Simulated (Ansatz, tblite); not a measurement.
**Sn10H16 hole sphere (Sn₉AsH₁₆+): which spin state is lowest**

Is the singlet the ground state of Sn10H16 hole sphere (Sn₉AsH₁₆+)? Other spin states are computed and compared level by level.

Program: Ansatz 0.2.0, Gaussian basis. Level of theory: as each input shows. These are calculated values, not measurements.

Levels to be run: triplet, at the geometry of the singlet (GFN1-xTB, GFN2-xTB, PBE0-D4/def2-TZVP, PBE-D4/def2-TZVP); the singlet's energies come from earlier runs.

1 further run of the same task is left out (set aside as unsound or not needed).

## Step 1: The structure

The singlet was relaxed beforehand with r2SCAN-D4/def2-SVP.

26 atoms, charge 1, spin multiplicity 1.

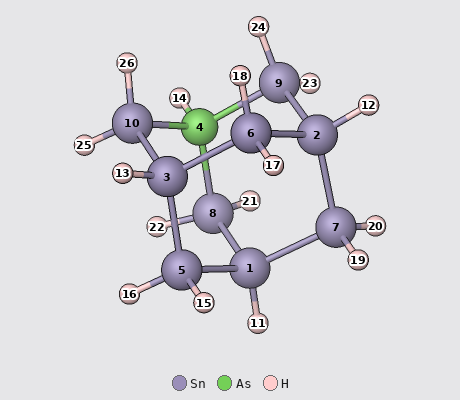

The geometry (tin purple, arsenic green, hydrogen pink); atoms are numbered from 1 in the order of the file.

Sn takes a core potential in the def2 sets. No spin-orbit coupling is included. The ion is computed in the gas phase, without counter-ions or solvent.

## Step 2: Triplet at the fixed geometry, GFN1-xTB

Tight binding, by tblite at 300 K electronic temperature and without a spin-polarisation term:

```python
tblite.interface.Calculator('GFN1-xTB', numbers, positions, charge=1, uhf=2).singlepoint()
```

Energy -902.7819 eV; 0.068 s.

## Step 3: Triplet at the fixed geometry, GFN2-xTB

Tight binding, by tblite at 300 K electronic temperature and without a spin-polarisation term:

```python
tblite.interface.Calculator('GFN2-xTB', numbers, positions, charge=1, uhf=2).singlepoint()
```

Energy -791.6644 eV; 0.097 s.

## Step 4: Triplet at the fixed geometry, PBE0-D4/def2-TZVP

in.yaml reads:

```yaml
crystal:
  periodic: [false, false, false]
  atoms:
    - {symbol: Sn, position_ang: [-1.649471, 1.561461, -1.655540]}
    - {symbol: Sn, position_ang: [1.561854, -1.652650, -1.648668]}
    - {symbol: Sn, position_ang: [-1.651338, -1.648725, 1.559772]}
    - {symbol: As, position_ang: [1.423772, 1.435131, 1.426006]}
    - {symbol: Sn, position_ang: [-3.290731, 0.010810, 0.005434]}
    - {symbol: Sn, position_ang: [0.012006, -3.292604, 0.014408]}
    - {symbol: Sn, position_ang: [0.012530, 0.006902, -3.292614]}
    - {symbol: Sn, position_ang: [-0.016961, 3.144756, -0.016122]}
    - {symbol: Sn, position_ang: [3.136136, -0.008811, -0.010003]}
    - {symbol: Sn, position_ang: [-0.009815, -0.012400, 3.137657]}
    - {symbol: H, position_ang: [-2.556646, 2.704212, -2.563856]}
    - {symbol: H, position_ang: [2.710008, -2.557493, -2.552556]}
    - {symbol: H, position_ang: [-2.560062, -2.550667, 2.706257]}
    - {symbol: H, position_ang: [2.297366, 2.308728, 2.300306]}
    - {symbol: H, position_ang: [-4.282048, -0.978000, -0.981243]}
    - {symbol: H, position_ang: [-4.254736, 1.011441, 1.006649]}
    - {symbol: H, position_ang: [-0.971643, -4.288846, -0.972182]}
    - {symbol: H, position_ang: [1.015324, -4.250199, 1.019124]}
    - {symbol: H, position_ang: [-0.975730, -0.980834, -4.283345]}
    - {symbol: H, position_ang: [1.015845, 1.005615, -4.256382]}
    - {symbol: H, position_ang: [1.216692, 4.063256, -0.770036]}
    - {symbol: H, position_ang: [-0.777153, 4.057776, 1.217729]}
    - {symbol: H, position_ang: [4.053915, 1.221445, -0.770338]}
    - {symbol: H, position_ang: [4.049638, -0.762777, 1.227359]}
    - {symbol: H, position_ang: [-0.763080, 1.216534, 4.062858]}
    - {symbol: H, position_ang: [1.230327, -0.771461, 4.043326]}
basis:
  gaussian: {orbitals: def2-TZVP, fitting: {mean_field: def2-universal-jkfit}}
total_charge: 1
magnetization: {spin_polarized: true, initial_magnetization: 2}
hamiltonian: {xc: pbe0, dispersion: d4}
scf: {omitted_lower_state_checks: [starts]}
output: {orbitals: {seedname: orbitals}}
```

Launch:

```
$ ansatz run in.yaml --threads 2 --pin off --events-out ev --progress --plain --max-ram 32768MiB --backend cuda --devices 0, --max-vram 18GiB
```

What it wrote:

```text
Functional definition: PBE0
  name "PBE0"
  cite "Adamo & Barone, J. Chem. Phys. 110, 6158 (1999) doi:10.1063/1.478522"
  cite "Perdew, Burke & Ernzerhof, Phys. Rev. Lett. 77, 3865 (1996) doi:10.1103/PhysRevLett.77.3865"
  parent pbe
  parameter a = 0.25
  parameter kappa = 0.804
  parameter beta = 0.06672455060314922
  exchange = (1 - a)*pbe_x(kappa = kappa, mu = beta*pi^2/3) + a*exact_x
  correlation = pbe_c(beta = beta)
these checks for a lower state are left out or cut short: starts
2516 factors; integrals over basis functions are off by at most 6.0e-1 eV
mean field evaluation 1: about -113572.1265 eV, gradient 1.8e1 eV
mean field evaluation 2: about -113572.1395 eV, gradient 1.8e1 eV
mean field evaluation 4: about -113573.7774 eV, gradient 2.8e0 eV
mean field evaluation 8: about -113573.8189 eV, gradient 3.5e-1 eV
mean field evaluation 16: about -113573.8255 eV, gradient 6.1e-2 eV
mean field evaluation 32: about -113573.9552 eV, gradient 2.3e-5 eV
mean field -113573.95515087 eV, -4173.7658686026 hartree, gradient 4.1e-6 eV, S^2 2.006130; 0 other end points of the search recorded, 0 dependent functions left out
reference -113573.95524322 eV, -4173.7658719966 hartree; 124, 122 occupied and 470, 472 virtual orbitals, 2516 factors
Total energy: -113575.29550129 eV, -4173.8151255723 hartree
Checks for a lower state left out: starts
```

It took 25 s on 1 × H100 (card shared with other runs) with 2 threads of AMD EPYC 7R13, shared host; peak host memory 1.3 GiB.

From the report: HOMO -6.02 eV, LUMO -8.81 eV (over both spins; with the spin held, an empty level of the minority spin lies below the top filled one); ⟨S²⟩ 2.006 (pure: 2.00).

## Step 5: Triplet at the fixed geometry, PBE-D4/def2-TZVP

start.molden holds the orbitals of an earlier run on this state, given as this run's starting guess.

in.yaml, as its differences from that of step 4:

```diff
@@ -30,6 +30,6 @@
 basis:
-  gaussian: {orbitals: def2-TZVP, fitting: {mean_field: def2-universal-jkfit}}
+  gaussian: {orbitals: def2-TZVP, fitting: {mean_field: def2-universal-jkfit}, initial_orbitals: start.molden}
 total_charge: 1
 magnetization: {spin_polarized: true, initial_magnetization: 2}
-hamiltonian: {xc: pbe0, dispersion: d4}
+hamiltonian: {xc: pbe, dispersion: d4}
 scf: {omitted_lower_state_checks: [starts]}
```

Same command.

What it wrote:

```text
Functional definition: PBE
  name "PBE"
  cite "Perdew, Burke & Ernzerhof, Phys. Rev. Lett. 77, 3865 (1996) doi:10.1103/PhysRevLett.77.3865"
  parent pbe
  parameter kappa = 0.804
  parameter beta = 0.06672455060314922
  exchange = pbe_x(kappa = kappa, mu = beta*pi^2/3)
  correlation = pbe_c(beta = beta)
these checks for a lower state are left out or cut short: starts
2516 factors; integrals over basis functions are off by at most 6.0e-1 eV
mean field evaluation 1: about -113569.0951 eV, gradient 1.0e1 eV
mean field evaluation 2: about -113569.5232 eV, gradient 5.5e-1 eV
mean field evaluation 4: about -113569.5917 eV, gradient 2.5e-1 eV
mean field evaluation 8: about -113569.5934 eV, gradient 3.7e-2 eV
mean field evaluation 16: about -113569.5934 eV, gradient 3.3e-4 eV
mean field -113569.59342921 eV, -4173.6055782880 hartree, gradient 1.8e-6 eV, S^2 2.002727; 0 other end points of the search recorded, 0 dependent functions left out
reference -113569.59355419 eV, -4173.6055828811 hartree; 124, 122 occupied and 470, 472 virtual orbitals, 2516 factors
Total energy: -113571.05880064 eV, -4173.6594296950 hartree
Checks for a lower state left out: starts
```

Run time: 17 s. Hardware: 1 × H100 (card shared with other runs) with 2 threads of AMD EPYC 7R13, shared host; peak host memory 1.2 GiB.

From the report: HOMO -5.69 eV, LUMO -9.42 eV (over both spins; with the spin held, an empty level of the minority spin lies below the top filled one); ⟨S²⟩ 2.003 (pure: 2.00).

## Step 6: Triplet less singlet, vertical

The singlet's energies are those of its earlier runs, whose logs aren't repeated here.

```tsv
level	triplet less singlet, vertical (kcal/mol)	time
GFN1-xTB	+61.1	0.13 s
GFN2-xTB	+48.2	0.17 s
PBE-D4/def2-TZVP	+86.6	29 s
PBE0-D4/def2-TZVP	+97.9	37 s
```

Times add the two runs; a level without a time comes out of a correlated run. Tight binding without a spin term can't rank spin states.

## Step 7: Outcome

| quantity | value |
| --- | --- |
| triplet less singlet, vertical, functionals in def2-TZVP | +86.6 (PBE-D4) to +97.9 kcal/mol (PBE0-D4) |

All functionals put the triplet above the singlet, over a spread of 11.2 kcal/mol. The checks for a lower triplet were left out, so another state of that spin may lie lower. These are electronic energies, without zero-point motion, entropy or surroundings.
